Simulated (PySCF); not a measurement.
Molecule: SMILES F[SiH2]/C=C/[SiH2]Cl. Atoms near the plane z = 0.0 Å, at the PBE0/def2-SVP optimised geometry (x, y, z in Å): Si1 (-0.5, -0.7, 0.0), H7 (1.0, -0.7, 0.0), H8 (-1.0, 0.7, 0.0).

Calculation: PBE0/def2-TZVP (PySCF). Cells within 0.4 Å of a nucleus heavier than hydrogen are left out (blank, or x). The values are rescaled to run from 0 to 1.

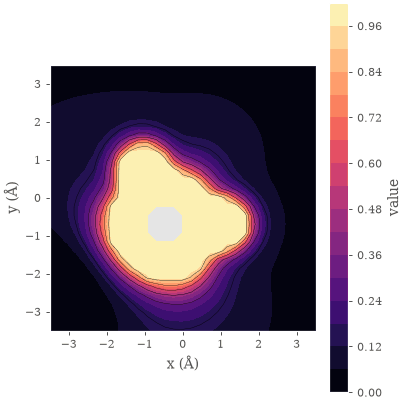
Fig. 1. a field on the plane z = 0.0 Å.

Which quantity is mapped?
A. electrostatic potential
B. electron localisation function
C. Laplacian of the electron density
D. log10 of the electron density

A, electrostatic potential. In full: electrostatic potential (hartree/e), clipped to [-0.08, 0.12].
